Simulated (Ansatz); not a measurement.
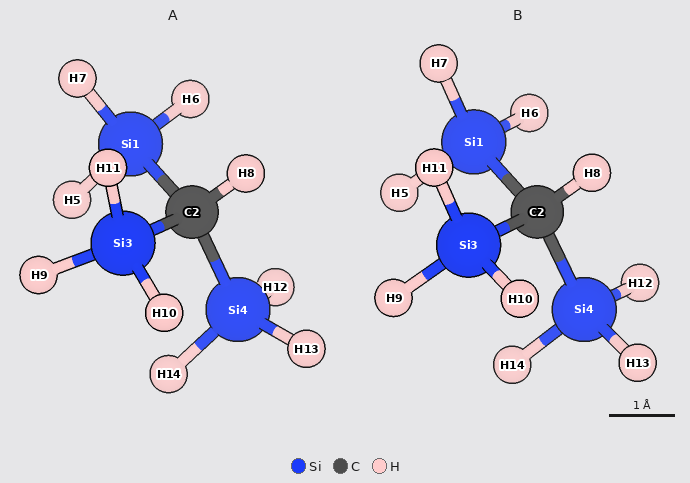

Two geometries of CH10Si3, drawn at one scale. One is the start of a relaxation, the other its converged end. The picture is a ball-and-stick view, seen from a free direction.

Method: RKS PBE0-D4/def2-TZVP (Ansatz 0.2.0). Settings: force threshold 0.005 eV/Å; at most 150 steps.

Q: Which one is relaxed?

A: Structure A is the relaxed one. The start comes from PBE-D4/def2-SVP. The largest moves after the best rigid fit, 0.39 Å, are those of H5 and H9. By element the largest moves are H 0.39 Å, Si 0.04 Å. C stays in place. Among the contacts that change: C2–Si3 1.900 → 1.874 Å, Si1–H5 1.506 → 1.487 Å, C2–H8 1.115 → 1.097 Å. The energy falls by 1.29 kcal/mol in 17 accepted moves (21 points after the start). Largest force component: 0.4 eV/Å at the start, 0.0007 eV/Å at the end. The line search rejected the trial steps at points 7, 9, 15, 16 of the run. The forces were under the threshold at step 5, but the run went on from there. The run took 77 s on 4 threads of Arm Neoverse V1 (shared host).
